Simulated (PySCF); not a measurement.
# C3H9BrOSi2: magnetic properties

Wanted: magnetic properties for C3H9BrOSi2 (`C=CCO[SiH2][SiH2]Br`).

Programs: PySCF 2.14.0, with routines of our own; each step states its level. All values are computed. Atoms count from 0.

## 1. The system as given

16 atoms, charge 0, multiplicity 1; geometry from: GFN2-xTB.

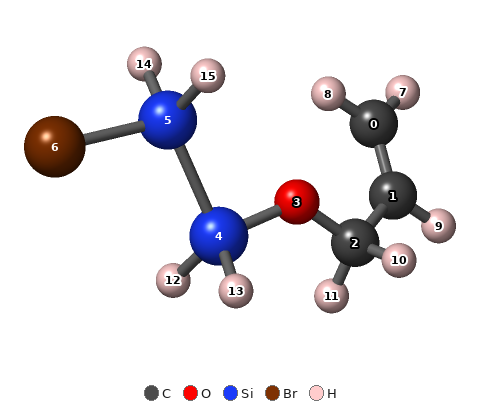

The starting geometry (carbon dark grey, oxygen red, silicon blue, bromine brown, hydrogen pink).

## 2. Magnetic properties: GIAO B3LYP/pcSseg-1

What the job is given:

```
{"job": {"kind": "mag", "xc": "B3LYP", "basis": "pcSseg-1", "isotopologues": 2}, "charge": 0, "multiplicity": 1}
C     -2.188736     1.367951     0.449910
C     -2.430339     0.169225    -0.043282
C     -1.377862    -0.797025    -0.494359
O     -0.091311    -0.284068    -0.344000
Si     1.271682    -1.097984    -0.035134
Si     2.654183     0.717638     0.090237
Br     4.691461    -0.071594     0.541211
H     -2.982445     2.023343     0.762280
H     -1.182571     1.737012     0.555629
H     -3.438663    -0.205659    -0.153886
H     -1.538084    -1.043129    -1.553784
H     -1.482020    -1.731893     0.072431
H      1.144918    -1.897410     1.192704
H      1.590049    -2.063249    -1.098753
H      2.460892     1.685994     1.171917
H      2.891248     1.499791    -1.124532
```

With the program's defaults for keys left out, this is: GIAO B3LYP/pcSseg-1 magnetisability, rotational g tensor and spin-rotation constants, non-relativistic, gas phase.

Command:

```
$ OMP_NUM_THREADS=1 python excited_run.py task.json out
```

The driver reads the jobs from task.json and runs them one after another.

Output:

```text
coarse grid: 63128 points
cycle   1  E = -3347.7803987795  dE = -5.023e-01  |g| = 1.034e+00  |ddm| = 3.681e+00
cycle   2  E = -3347.5661418008  dE =  2.143e-01  |g| = 1.350e+00  |ddm| = 1.955e+00
cycle   3  E = -3347.8823941673  dE = -3.163e-01  |g| = 3.328e-01  |ddm| = 1.639e+00
cycle   4  E = -3347.9004352850  dE = -1.804e-02  |g| = 6.071e-02  |ddm| = 2.878e-01
cycle   5  E = -3347.9011868292  dE = -7.515e-04  |g| = 2.217e-02  |ddm| = 7.398e-02
cycle   6  E = -3347.9013026789  dE = -1.158e-04  |g| = 4.545e-03  |ddm| = 2.123e-02
cycle   7  E = -3347.9013046034  dE = -1.925e-06  |g| = 2.344e-03  |ddm| = 5.093e-03
final grid: 130112 points
cycle   8  E = -3347.9012973178  dE =  3.295e-06  |g| = 4.305e-03  |ddm| = 5.511e-03
cycle   9  E = -3347.9012855139  dE =  1.180e-05  |g| = 8.009e-03  |ddm| = 9.401e-03
cycle  10  E = -3347.9013021009  dE = -1.659e-05  |g| = 2.556e-04  |ddm| = 6.052e-03
cycle  11  E = -3347.9013021137  dE = -1.287e-08  |g| = 3.259e-05  |ddm| = 2.442e-04
cycle  12  E = -3347.9013021139  dE = -1.933e-10  |g| = 1.478e-05  |ddm| = 4.585e-05
converged SCF energy = -3347.9013021139

Magnetisability tensor (1e-30 J/T^2)
    -1639.54       71.78      -41.60
       71.78    -1488.22       68.40
      -41.60       68.40    -1606.08
isotropic -1577.95   principal values   -1710.96  -1579.34  -1443.54
isotropic susceptibility -95.026 1e-6 cm^3/mol

Inertial axes            a          b          c
rot. const./GHz      4.0771     0.3690     0.3453
chi total           -99.286    -88.223    -97.569
chi diamagnetic    -459.962  -3113.064  -3345.795
chi paramagnetic    360.676   3024.840   3248.225
quadrupole/D A        1.890      1.790     -3.680
g nuclear            0.6377     0.5177     0.5227
g electronic        -0.6908    -0.5244    -0.5270
g total             -0.0532    -0.0067    -0.0043

Spin-rotation constants (kHz, H = +C I.J)
atom  isotope        aa         bb         cc
  6   79Br        1.294      0.149      0.071
  7     1H        0.006     -0.007     -0.038
  8     1H        0.293     -0.028     -0.041
  9     1H        0.339     -0.032     -0.041
 10     1H       -0.391     -0.025      0.007
 11     1H       -0.404     -0.009     -0.011
 12     1H       -0.366     -0.028      0.012
 13     1H       -0.358      0.004     -0.017
 14     1H       -0.385      0.005     -0.015
 15     1H       -0.382     -0.026      0.013
  0    13C*       1.861      0.116      0.044
  1    13C*       2.119      0.122      0.059
  2    13C*       0.783      0.091      0.085
  3    17O*      -0.406     -0.020     -0.008
  4   29Si*      -2.068     -0.247     -0.226
  5   29Si*      -2.204     -0.232     -0.211
* in the singly substituted isotopologue

Isotopologues: g along a, b, c
2H    at 7,8,9,10,11,12    -0.0419    -0.0063    -0.0040
13C   at 0                 -0.0521    -0.0067    -0.0042
```

Run time: 34 s. Hardware: 1 thread of Arm Neoverse V2, shared host; peak memory 0.98 GiB.

In short:

```
              quantity                      value
       magnetisability           -1578·10⁻³⁰ J/T²
  molar susceptibility         -95.0·10⁻⁶ cm³/mol
rotational g (a, b, c)  -0.0532, -0.0067, -0.0043
```

## 3. Magnetic properties: GIAO OLYP/3-21G

The job, as its differences from that of step 2:

```diff
@@ -1,2 +1,2 @@
-{"job": {"kind": "mag", "xc": "B3LYP", "basis": "pcSseg-1", "isotopologues": 2}, "charge": 0, "multiplicity": 1}
+{"job": {"kind": "mag", "xc": "OLYP", "basis": "3-21G"}, "charge": 0, "multiplicity": 1}
 C     -2.188736     1.367951     0.449910
```

Method: GIAO OLYP/3-21G magnetisability, rotational g tensor and spin-rotation constants, non-relativistic, gas phase.

Output:

```text
coarse grid: 63128 points
cycle   1  E = -3332.0685235383  dE = -2.381e+00  |g| = 7.717e-01  |ddm| = 3.783e+00
cycle   2  E = -3331.5848234074  dE =  4.837e-01  |g| = 1.681e+00  |ddm| = 3.442e+00
cycle   3  E = -3332.1885037828  dE = -6.037e-01  |g| = 2.136e-01  |ddm| = 2.767e+00
cycle   4  E = -3332.1997521995  dE = -1.125e-02  |g| = 7.990e-02  |ddm| = 4.754e-01
cycle   5  E = -3332.2017803987  dE = -2.028e-03  |g| = 1.594e-02  |ddm| = 1.523e-01
cycle   6  E = -3332.2018427081  dE = -6.231e-05  |g| = 9.563e-03  |ddm| = 2.951e-02
cycle   7  E = -3332.2018664471  dE = -2.374e-05  |g| = 2.737e-03  |ddm| = 1.192e-02
cycle   8  E = -3332.2018687501  dE = -2.303e-06  |g| = 4.869e-04  |ddm| = 3.803e-03
final grid: 130112 points
cycle   9  E = -3332.2017656489  dE =  5.009e-09  |g| = 9.067e-04  |ddm| = 2.966e-03
cycle  10  E = -3332.2017651793  dE =  4.696e-07  |g| = 1.679e-03  |ddm| = 3.317e-03
cycle  11  E = -3332.2017658444  dE = -6.651e-07  |g| = 2.260e-04  |ddm| = 2.135e-03
cycle  12  E = -3332.2017658599  dE = -1.550e-08  |g| = 3.439e-05  |ddm| = 2.943e-04
cycle  13  E = -3332.2017658602  dE = -3.047e-10  |g| = 8.078e-06  |ddm| = 4.602e-05
converged SCF energy = -3332.2017658602

Magnetisability tensor (1e-30 J/T^2)
    -1775.83       60.97      -53.27
       60.97    -1618.39       70.94
      -53.27       70.94    -1656.73
isotropic -1683.65   principal values   -1829.83  -1658.56  -1562.57
isotropic susceptibility -101.392 1e-6 cm^3/mol

Inertial axes            a          b          c
rot. const./GHz      4.0771     0.3690     0.3453
chi total          -107.567    -95.710   -100.899
chi diamagnetic    -458.478  -3113.922  -3345.908
chi paramagnetic    350.911   3018.212   3245.009
quadrupole/D A       -0.340      3.538     -3.198
g nuclear            0.6377     0.5177     0.5227
g electronic        -0.6721    -0.5232    -0.5264
g total             -0.0345    -0.0056    -0.0037

Spin-rotation constants (kHz, H = +C I.J)
atom  isotope        aa         bb         cc
  6   79Br        0.997      0.034     -0.015
  7     1H       -0.028     -0.009     -0.041
  8     1H        0.250     -0.030     -0.043
  9     1H        0.273     -0.033     -0.043
 10     1H       -0.418     -0.027      0.004
 11     1H       -0.435     -0.012     -0.014
 12     1H       -0.387     -0.030      0.008
 13     1H       -0.378     -0.001     -0.020
 14     1H       -0.429     -0.002     -0.019
 15     1H       -0.428     -0.030      0.007
  0    13C*       1.441      0.094      0.032
  1    13C*       1.605      0.096      0.043
  2    13C*       0.594      0.072      0.067
  3    17O*      -0.355     -0.004      0.005
  4   29Si*      -1.649     -0.203     -0.193
  5   29Si*      -1.722     -0.197     -0.178
* in the singly substituted isotopologue
```

Wall time 14 s (1 thread of Arm Neoverse V2, shared host); peak memory 0.56 GiB.

From this job:

```
              quantity                      value
       magnetisability           -1684·10⁻³⁰ J/T²
  molar susceptibility        -101.4·10⁻⁶ cm³/mol
rotational g (a, b, c)  -0.0345, -0.0056, -0.0037
```

## 4. Magnetic properties side by side

```
              level  ξ (10⁻³⁰ J/T²)     g(a)     g(b)  gap (eV)  functions  time
GIAO B3LYP/pcSseg-1           -1578  -0.0532  -0.0067      6.42        202  34 s
    GIAO OLYP/3-21G           -1684  -0.0345  -0.0056      4.82        102  14 s
```

## 5. Summary of results

```
                                            quantity                      value
       magnetisability (step 2, GIAO B3LYP/pcSseg-1)           -1578·10⁻³⁰ J/T²
  molar susceptibility (step 2, GIAO B3LYP/pcSseg-1)         -95.0·10⁻⁶ cm³/mol
rotational g (a, b, c) (step 2, GIAO B3LYP/pcSseg-1)  -0.0532, -0.0067, -0.0043
                     magnetisability over the levels  -1684 to -1578·10⁻³⁰ J/T²
```

**Reading.** Steps that list no spin-orbit terms leave them out, which matters at and beside the heavy atoms. The magnetisability spreads by 6.5 % over 2 levels, from GIAO OLYP/3-21G (14 s) to GIAO B3LYP/pcSseg-1 (34 s); the runs took 14 s to 34 s. Two levels can agree by chance, so this spread shows no convergence. Vibrational averaging and real surroundings are missing from these values.
